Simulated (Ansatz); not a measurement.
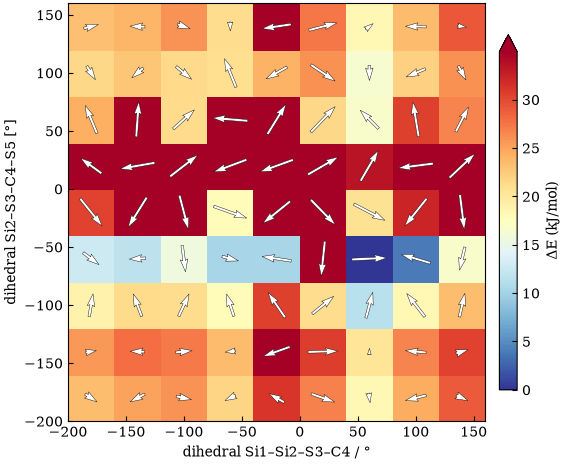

Energy landscape of CH8S2Si2, SMILES [SiH3][SiH2]SCS. 
- The first coordinate is: dihedral Si1–Si2–S3–C4; the second: dihedral Si2–S3–C4–S5.
- Nothing is relaxed (all other coordinates rigid).
- The scan uses a 9 × 9 grid.
- Points are written as (first, second).
- All energies are given in kJ/mol relative to the lowest grid point.
- Energies and slopes of some neighbouring points disagree (a jump in structure or state, or too coarse a mesh).
- Theory: Ansatz, RKS PBE-D4/def2-SVP.

The picture shows one coloured cell a grid point, arrows along the force (downhill), their lengths compressed, one colour for all values above the top of the scale. 

Question: Describe this landscape.

Answer: The lowest grid point is at (60°, −60°). Other grid points that lie below all their neighbours: (−60°, −60°) (10 kJ/mol higher); (−140°, −60°) (12 kJ/mol higher); (60°, 100°) (16 kJ/mol higher). The highest grid point, (−20°, 20°), lies 755 kJ/mol above the lowest.

Each point was launched as `ansatz run input.yaml --threads 1 --pin off --max-ram 2560MiB --backend cpu --events-out ev --progress --plain --runs-dir out`. The whole map (81 points run) took 12 min on 1 thread of Arm Neoverse V2 (shared host).
